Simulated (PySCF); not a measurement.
SMILES [InH2][NH2] (H4InN) at its PBE0/def2-SVP optimised geometry (Å):

```
6

In     0.0700    -0.6858     0.0000
H      1.7913    -0.6858     0.0000
H     -1.0242    -2.0144     0.0028
N     -0.7911     1.1393     0.0000
H     -0.2805     2.0144    -0.0069
H     -1.7913     1.3016    -0.0054
```

Method: PBE0/def2-TZVP, def2 effective core potentials past Kr (PySCF). The core electrons that the potentials of In replace are not part of the density. Cells within 0.4 Å of a nucleus heavier than hydrogen are left out (blank, or x).

Map of the Laplacian of the electron density (e/bohr⁵), clipped to [-1.50, 1.50] on the plane z = 0.0 Å:

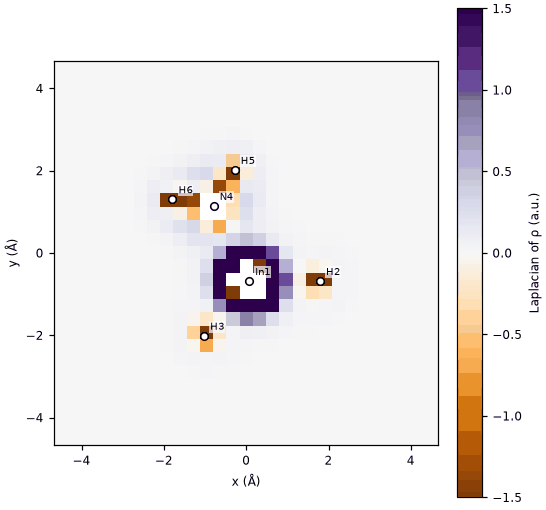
Fig. 1. Laplacian of the electron density (e/bohr⁵), clipped to [-1.50, 1.50] on the plane z = 0.0 Å.
